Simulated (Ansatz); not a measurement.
The relaxed structure here is a generated cell of Cu2O: the first start was made by placing the elements on the sites of a structure type, and the end was not matched to a known phase here, so it may be hypothetical. Known forms of Cu2O include space group No. 224.

A relaxed structure of Cu₂O. Space group P-3m1 (No. 164). Calculation: PBE (plane waves to 420 eV, PAW, scalar-relativistic; Ansatz, a first-principles code).

Space group P-3m1 (No. 164); a = b = 5.759 Å, c = 4.303 Å, α = β = 90.00°, γ = 120.00°

| atom | site | symmetry | x | y | z |
|---|---|---|---|---|---|
| O | 1a | -3m. | 0.0000 | 0.0000 | 0.0000 |
| O | 2d | 3m. | 0.3333 | 0.6667 | 0.4275 |
| Cu | 6i | .m. | 0.1657 | 0.3313 | 0.2486 |

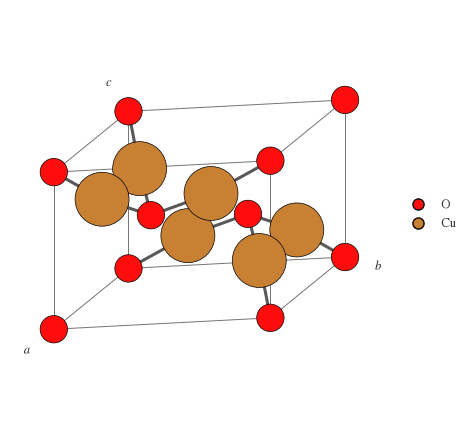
The conventional cell of the relaxed structure

| Quantity | Value |
|---|---|
| Volume per atom | 13.73 Å³ |
| Band gap | no gap (metallic) |
| Shortest distances | Cu–O 1.84 Å; Cu–Cu 2.70 Å; O–O 3.38 Å |
| k-mesh | 7×7×8 |

Band energies at high-symmetry points (eV from the Fermi level; labels of this space group; no spin-orbit coupling), from −5 eV up to 5.0 eV:

```
point                                                                                                                                                                                                                                    energies
-----  ------------------------------------------------------------------------------------------------------------------------------------------------------------------------------------------------------------------------------------------
Γ      -4.99 -4.69 -4.69 -4.64 -4.35 -3.18 -3.18 -3.10 -3.10 -2.82 -2.82 -2.77 -2.73 -2.50 -2.30 -2.30 -2.19 -2.19 -2.11 -2.11 -2.00 -2.00 -1.85 -1.84 -1.84 -1.81 -1.81 -1.71 -1.48 -1.30 -1.30 -0.88 -0.88 -0.30 -0.24 1.80 3.57 3.57 3.74 3.74
M                        -4.67 -4.62 -4.12 -3.41 -3.13 -3.13 -3.05 -2.88 -2.86 -2.74 -2.72 -2.63 -2.41 -2.36 -2.24 -2.24 -2.18 -2.06 -2.05 -1.97 -1.96 -1.89 -1.84 -1.77 -1.64 -1.59 -1.53 -1.36 -1.06 -1.02 -0.61 -0.16 0.95 1.75 1.94 4.01 4.44
K             -4.92 -4.64 -4.64 -4.05 -3.33 -3.33 -3.15 -2.94 -2.94 -2.87 -2.69 -2.69 -2.68 -2.38 -2.38 -2.21 -2.16 -2.16 -2.12 -2.02 -2.02 -1.90 -1.90 -1.82 -1.82 -1.79 -1.61 -1.52 -1.28 -1.28 -0.80 -0.80 -0.03 0.97 2.07 2.07 3.40 4.63 4.63
A               -4.79 -3.58 -3.18 -3.18 -2.98 -2.90 -2.90 -2.89 -2.89 -2.67 -2.67 -2.55 -2.26 -2.14 -2.14 -2.14 -2.05 -1.91 -1.91 -1.90 -1.84 -1.84 -1.75 -1.75 -1.75 -1.70 -0.91 -0.91 -0.90 -0.31 -0.31 1.37 1.38 1.65 1.65 4.40 4.40 4.57 4.57
L              -4.84 -4.83 -3.47 -3.28 -3.02 -2.99 -2.84 -2.82 -2.73 -2.73 -2.47 -2.46 -2.33 -2.31 -2.26 -2.25 -2.22 -2.18 -2.14 -2.11 -2.05 -1.91 -1.78 -1.76 -1.76 -1.73 -1.54 -1.52 -1.17 -1.04 -0.84 -0.63 1.36 1.99 2.43 3.04 3.44 3.51 4.42
H                   -4.87 -4.87 -3.44 -3.17 -3.17 -2.89 -2.89 -2.79 -2.70 -2.70 -2.64 -2.41 -2.35 -2.29 -2.29 -2.23 -2.23 -2.22 -2.07 -2.07 -2.07 -1.94 -1.88 -1.88 -1.59 -1.52 -1.52 -1.45 -1.45 -0.88 -0.88 -0.88 1.52 2.58 2.59 2.59 3.02 3.02
```

No spin polarisation in the result. The d or f electrons are treated with no Hubbard U.

The run could not lose the symmetry of its start; a randomly shaken copy of 9 atoms returns to this structure.
